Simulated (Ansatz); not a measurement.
# Relaxing 1/2<111> screw dislocation dipole in Li (120 atoms)

How does 1/2<111> screw dislocation dipole in Li (120 atoms) relax, and what do bonds, charges and levels look like afterwards?

Main program and level: Ansatz 0.2.0; Kohn-Sham DFT, PBE, PAW (set soft_2), plane waves.

### 1. Starting point

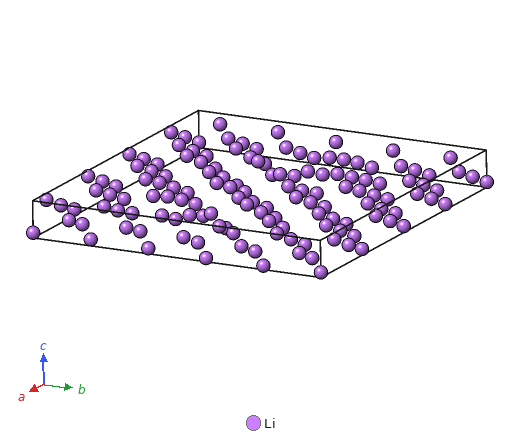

Start, viewed slightly off an axis; lithium purple. Some periodic images of atoms are drawn too.

The cell holds 120 atoms: 120 Li. Its edges and angles: a = 34.391 Å, b = 24.866 Å, c = 3.040 Å, α = 93.5°, β = 90.0°, γ = 90.0°. It derives from Li (bcc). Bcc Li (a = 3.51 Å), x, y, z along [11-2], [-110], [111], 4 x 5 x 1 period; two opposite 1/2<111> screw dislocations along z, half a cell apart on one glide plane, laid by the isotropic elastic field summed over images, cell tilted by half the Burgers vector; not relaxed, displaced by a Gaussian of 0.02 Å.

Before any run, some limits are plain. The cell is under 6 Å thick along one periodic direction, so every atom has periodic images of itself close by, which move with it and show among its neighbours and in g(r). The host structure and its lattice constant were typed by rule, without a check against the phase diagram.

### 2. Single point at the start

A single point comes first, to see the forces before anything moves.

File input.yaml:

```yaml
crystal:
  lattice:
    - [34.39084, 0.0, 0.0]
    - [0.0, 24.81945, -1.51985]
    - [0.0, 0.0, 3.03975]
  atoms:
    - { symbol: Li, position: [0.87594, 0.09951, 0.175] }
    - { symbol: Li, position: [0.95771, 0.1007, 0.4836] }
    - { symbol: Li, position: [0.75101, 0.99939, 0.16387] }
    - { symbol: Li, position: [0.83319, 0.00118, 0.4744] }
    [... 110 atom lines left out ...]
    - { symbol: Li, position: [0.29141, 0.90026, 0.77381] }
    - { symbol: Li, position: [0.0, 0.79986, 0.10698] }
    - { symbol: Li, position: [0.0836, 0.79905, 0.44419] }
    - { symbol: Li, position: [0.1672, 0.79984, 0.76169] }
    - { symbol: Li, position: [0.04126, 0.69957, 0.76648] }
    - { symbol: Li, position: [0.04156, 0.89964, 0.78729] }
kpoints:
  mp_grid: { grid: [1, 1, 7] }
hamiltonian:
  xc: pbe
scf:
  occupations: { method: cold, width: 0.15 }
output:
  forces: true
```

Started as:

```sh
$ ansatz run input.yaml --threads 4 --pin off --max-ram 8192MiB --backend cpu --events-out ev --progress --plain --runs-dir out
```

Run time: 2.5 min. Hardware: 4 threads of Arm Neoverse V1, shared host; peak memory 4.8 GiB; 9.5 min of CPU time.

The program notes that it cut back its work space to fit the memory limit.

The run gave:

```yaml
free_energy: -24561.9348 eV
free_energy_per_atom: -204.6828 eV/atom
scf_cycles: 7
r_m_s_force_component: 0.02652 eV/Å
longest_force: 0.1565 eV/Å
fermi_energy: 0.8143 eV
```

The r.m.s. force component of 0.027 eV/Å sets the starting point.

Length of the force by element:

```tsv
element	coordination	atoms	mean length of the force (eV/Å)	spread	least	most
Li	all	120	0.0401	0.0224	0.0028	0.157
```

### 3. Relaxation

The atoms are relaxed in the fixed cell, aiming at the force tolerance of the input.

Changes to input.yaml since step 2:

```diff
@@ -15 +15,4 @@
   forces: true
+relax:
+  f_tol: 0.05
+  max_steps: 41
```

The job ended after 7.9 min (4 threads; peak memory 4.9 GiB).

Step by step:

```tsv
step	energy less that of the first step (eV)	largest force component (eV/Å)
1	0.0000	0.1366
2	-0.1504	0.0183
3	-0.1862	0.0145
4	-0.2054	0.0043
```

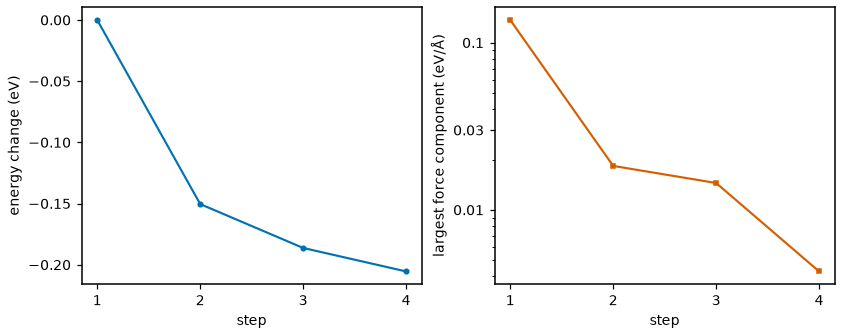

Energy and largest force along the relaxation.

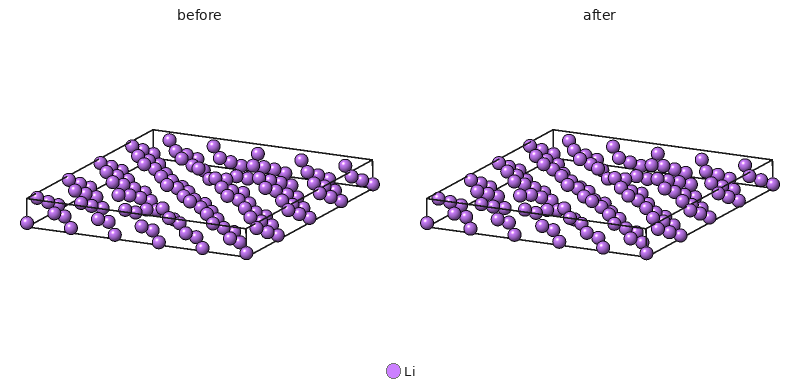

The structure before and after the relaxation, drawn at the same scale.

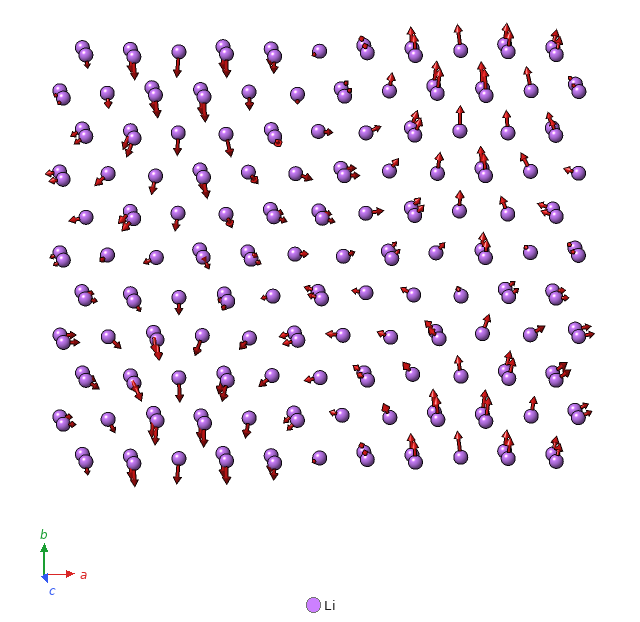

Displacements in the relaxation, exaggerated; the longest in the cell stands for 0.30 Å. Drawn is a slice 4 Å thick, seen along the normal of the ab plane.

The atoms that moved most (Å):

```tsv
atom	dx	dy	dz	length
Li3	-0.040	0.296	-0.003	0.298
Li83	-0.013	0.292	-0.053	0.297
Li31	-0.024	-0.286	0.016	0.287
Li115	0.016	-0.286	-0.005	0.286
Li82	0.032	0.284	0.014	0.286
Li59	0.006	0.282	-0.020	0.283
Li57	-0.054	0.268	-0.020	0.274
Li48	0.012	-0.272	0.013	0.273
```

The relaxation changed the energy by -1.71 meV/atom, and atoms moved by 0.18 Å r.m.s., 0.30 Å at most.

### 4. Distances and neighbours after relaxation

Density 0.533 g/cm³, 21.62 Å³ an atom.

Pair distribution function in bins of 0.2 Å:

```tsv
r (Å)	total
3.00	7.30
3.20	0.35
3.40	1.99
3.60	1.68
3.80	0.26
4.00	0.05
4.20	0.01
4.40	0.01
4.60	0.07
4.80	0.92
5.00	2.83
5.20	0.36
5.40	0.12
5.60	1.20
5.80	3.12
6.00	2.71
6.20	0.66
6.40	0.12
6.60	0.12
6.80	0.28
7.00	0.35
7.20	0.28
7.40	0.44
7.60	2.69
7.80	2.44
```

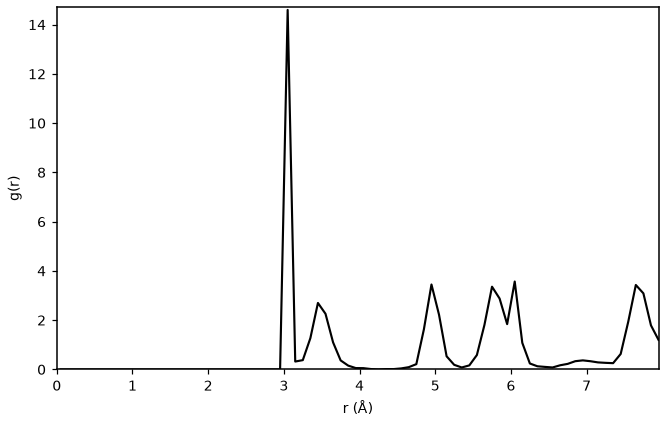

Pair distribution functions.

### 5. Single point at the relaxed geometry

The electronic structure is read at the final geometry, in a run of its own.

File input.yaml:

```yaml
crystal:
  lattice:
    - [34.39084, 0.0, 0.0]
    - [0.0, 24.81945, -1.51985]
    - [0.0, 0.0, 3.03975]
  atoms:
    - { symbol: Li, position: [0.87698, 0.1077, 0.16596] }
    - { symbol: Li, position: [0.96135, 0.10303, 0.48334] }
    - { symbol: Li, position: [0.74986, 0.01131, 0.16881] }
    - { symbol: Li, position: [0.83381, 0.01053, 0.48654] }
    [... 110 atom lines left out ...]
    - { symbol: Li, position: [0.29187, 0.88875, 0.7665] }
    - { symbol: Li, position: [0.99714, 0.80106, 0.11654] }
    - { symbol: Li, position: [0.08055, 0.79649, 0.45243] }
    - { symbol: Li, position: [0.16493, 0.792, 0.76767] }
    - { symbol: Li, position: [0.03743, 0.69902, 0.7774] }
    - { symbol: Li, position: [0.04053, 0.89826, 0.7979] }
kpoints:
  mp_grid: { grid: [1, 1, 7] }
hamiltonian:
  xc: pbe
scf:
  occupations: { method: cold, width: 0.15 }
output:
  forces: true
  stress: true
  populations: intrinsic
  dos:
    method: { smearing: { sigma: 0.1 } }
    de: 0.1
    projected: { site_lists: { Li: [Li] } }
  eigenvalues: true
  write_density: true
  write_potential: true
  volumetric_format: npy
  elf: true
```

Wall time 5 min (4 threads); peak memory 5.9 GiB.

The run gave:

| Property | Result |
| --- | --- |
| free energy | -24562.1403 eV |
| free energy per atom | -204.6845 eV/atom |
| SCF cycles | 7 |
| pressure | -0.8348 GPa |
| r.m.s. force component | 0.00166 eV/Å |
| longest force | 0.00515 eV/Å |
| Fermi energy | 0.8138 eV |
| levels partly filled by over 2 per cent | 29 |

Intrinsic-atomic-orbital charges by element:

```tsv
element	coordination	atoms	mean charge (e)	spread	least	most
Li	all	120	0	0.0042	-0.0139	0.0125
```

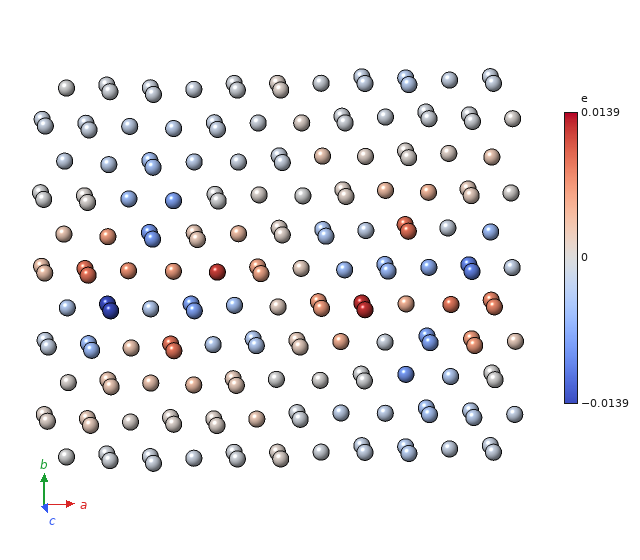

Atoms coloured by intrinsic-atomic-orbital charge. Drawn is a slice 4 Å thick, seen along the normal of the ab plane.

States in the cell by windows of 1 eV, zero at the Fermi level; the larger projections on atomic orbitals stand beside the total:

```tsv
from (eV)	to (eV)	total	Li s
-14	-4	0.0	0.0
-4	-3	5.5	5.5
-3	-2	26.4	26.1
-2	-1	34.2	32.8
-1	0	52.0	43.8
0	1	61.8	29.3
1	2	38.9	10.3
2	3	23.5	4.1
```

The stored curve holds about 118 of the 360 electrons; the rest, give or take the few that broadening carries across the Fermi level, lie in deeper levels below its range.

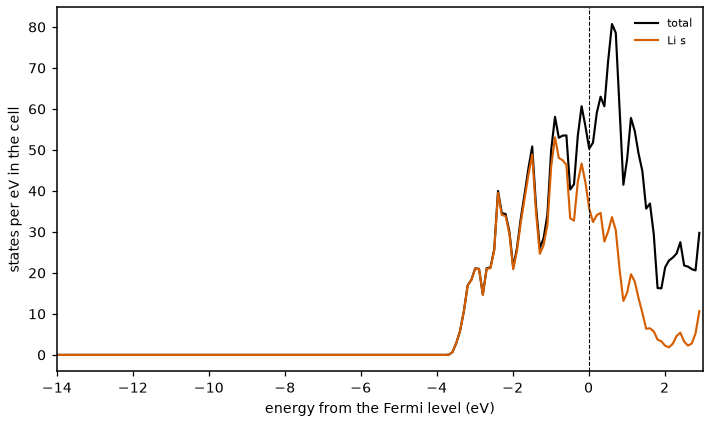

Total and projected density of states, with the broadening of the input.

The levels nearest the highest filled one (over half full), pooled over k-points and spins:

```tsv
level less the highest filled one (eV)	occupation
-0.0735	1.73
-0.0671	1.68
-0.0315	1.35
-0.0079	1.11
-0.0042	1.07
0	1.03
0.009	0.943
0.0321	0.73
0.0358	0.697
0.0434	0.634
0.0533	0.556
0.0641	0.478
```

Intrinsic-atomic-orbital charges run from -0.01 to +0.01 e. Among metals such projection charges depend strongly on the orbitals used and are no measure of ionicity.

### 6. Results

* energy change in the relaxation: -1.712 meV/atom
* r.m.s. displacement: 0.183 Å
* largest displacement: 0.298 Å
* free energy per atom: -204.6845 eV/atom
* density: 0.533 g/cm³
* pressure: -0.8348 GPa
* r.m.s. force component: 0.00166 eV/Å
* wall time of the 3 DFT runs: 15 min

Relaxation lowers the energy by 1.71 meV/atom and moves atoms by 0.18 Å r.m.s.; the r.m.s. force component goes from 0.027 to 0.0017 eV/Å. From the first step to the last the energy fell by 0.205 eV, and the largest move was 0.30 Å (Li3, with 1 other atom within 2 % of it). 29 levels are partly filled, by over 2 % (on the run's k-points), as in a metal.

[Logs are printed without paths, hosts, clocks, repeated set-up lines and the standing remarks that a program may print on its own settings, such as how far it seeks lower states.]

[Hosts, paths, dates, database ids (printed as entryN), source tags and the programs' standing remarks are cut or masked in the printed files.]
